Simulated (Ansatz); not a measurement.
**Al6As (doublet): density, localisation and related maps**

Input file:

```
crystal:
  periodic: [false, false, false]
  atoms:
    - {symbol: As, position_ang: [-1.642137, 0.949490, -1.592877]}
    - {symbol: Al, position_ang: [-0.201564, -0.651082, 1.958044]}
    - {symbol: Al, position_ang: [-1.276719, -1.130874, -0.361729]}
    - {symbol: Al, position_ang: [0.844973, 0.313715, -1.422924]}
    - {symbol: Al, position_ang: [-0.671272, 1.502827, 0.577614]}
    - {symbol: Al, position_ang: [1.791243, 0.892312, 0.919005]}
    - {symbol: Al, position_ang: [1.155476, -1.876388, -0.077133]}
basis:
  gaussian: {orbitals: def2-TZVP, initial_orbitals: start.molden}
magnetization: {spin_polarized: true, initial_magnetization: 1}
hamiltonian: {xc: pbe0, dispersion: d4}
scf: {omitted_lower_state_checks: [starts]}
output: {forces: true, orbitals: {seedname: orbitals}}
```

Run with:

```sh
ansatz run in.yaml --threads 4 --pin off --events-out ev --progress --plain --max-ram 4787MiB
```

Geometry: PBE0-D4/def2-SVP; ⟨S²⟩ = 0.95, above the pure value of 0.75.

These are results of UKS PBE0-D4/def2-TZVP (Ansatz), not measurements.

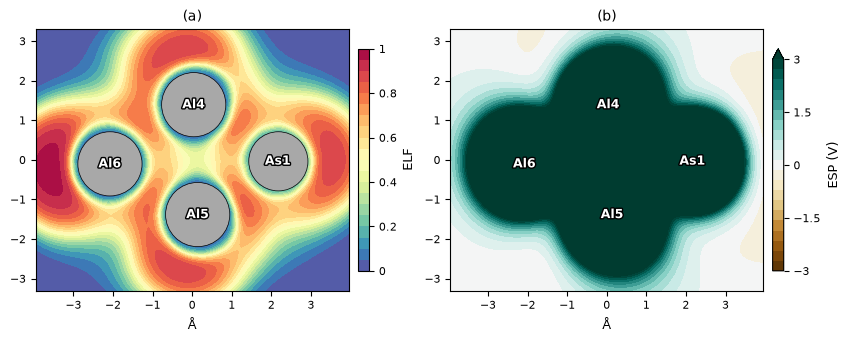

Figure 1. (a) electron localisation function; (b) molecular electrostatic potential on the plane of atoms As1, Al5 and Al6. Grey discs cover the atomic cores in the ELF map.

**Read the bonding off the picture.**

The section cuts through As and Al sites.
Al–As (2.44 Å): the ELF peaks at about 0.80 in the valence shell of As, 1.2 Å from its nucleus, and is about 0.80 at the midpoint.
Al–Al (2.56 Å): the ELF peaks at about 0.75 between the atoms: a covalent bond.
Al–As (2.57 Å): the ELF peaks at about 0.75 in the valence shell of As, 1.3 Å from its nucleus, and is about 0.75 at the midpoint.
Al–Al (2.59 Å): the ELF peaks at about 0.75 between the atoms.
The ELF also peaks beside Al5, Al6, As1 and Al4, away from the bonds: non-bonding electrons, paired or unpaired.
The potential has no marked negative region in this plane.

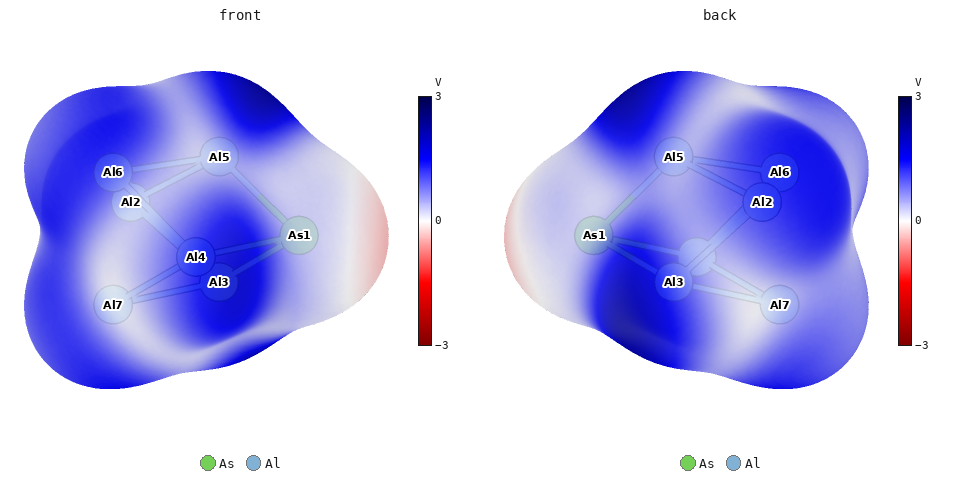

Figure 2. The electrostatic potential painted on the density surface at 0.004 e/bohr³, seen from the front and from behind; red is negative and blue positive.

**Where is the surface potential most negative and most positive?**

The most negative region (about −0.4 V) lies over As1, the most positive (about +2.3 V) over Al3 and Al5.

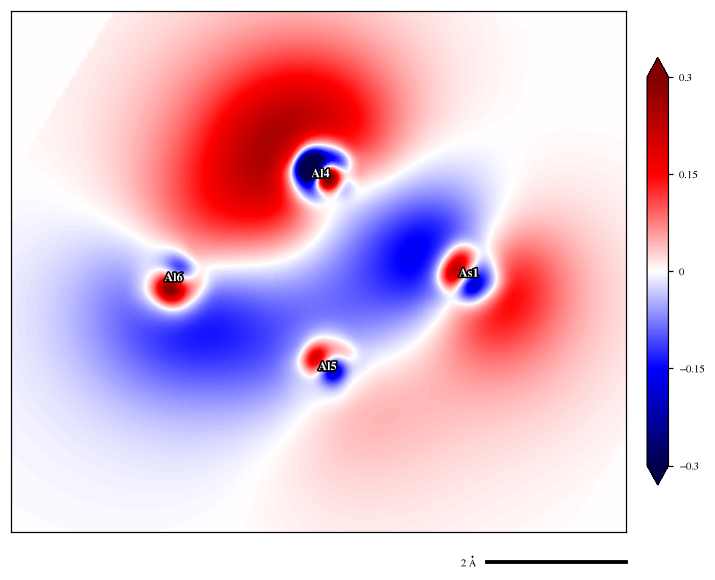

Figure 3. The HOMO−1 (β) on the plane of atoms Al4, As1 and Al5 (values in Å⁻³ᐟ²; the overall sign is arbitrary).

**Describe this orbital and give its energy.**

By Hirshfeld shares it lies mainly on Al4 (about 30 %), Al2 (about 20 %), Al6 (about 10 %), Al7 (about 10 %), Al3 (about 10 %) and Al5 (about 10 %). Its energy is −5.99 eV.
